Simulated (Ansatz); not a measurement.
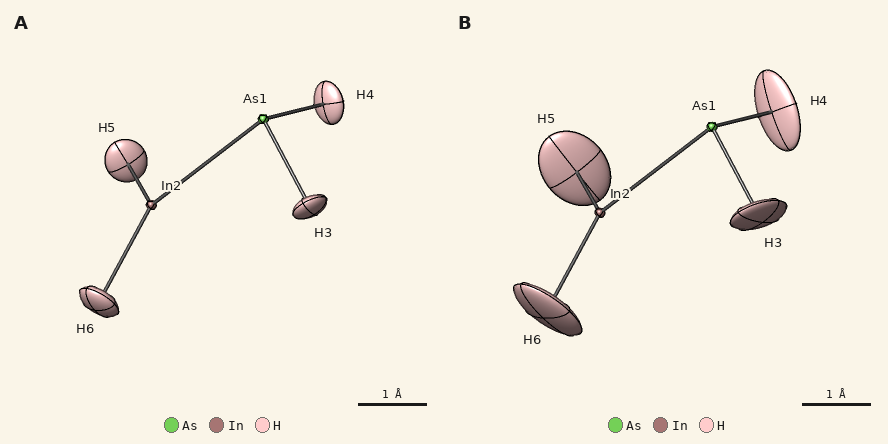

Displacement ellipsoids at the 50 % level, from the internal vibrations of the free molecule (harmonic, no overall translation or rotation; no half-axis is drawn under 0.075 Å). Vibrations computed with RKS PBE0-D4/def2-TZVP, core potentials on In (Ansatz 0.2.0). One panel is for 100 K, the other for 600 K.

**Which panel is for 600 K?**

B.

**How much does the mean-square displacement of H5 grow, and why?**

U_eq goes from 0.0333 to 0.0952 Å², a factor of 2.9. Modes below kT (417 cm⁻¹ at 600 K) grow about in proportion to T, and the lowest lies at 154 cm⁻¹; the mean-square amplitude of a mode is its zero-point value times coth(ħω/2kT), which comes close to 1 only above about 3kT.
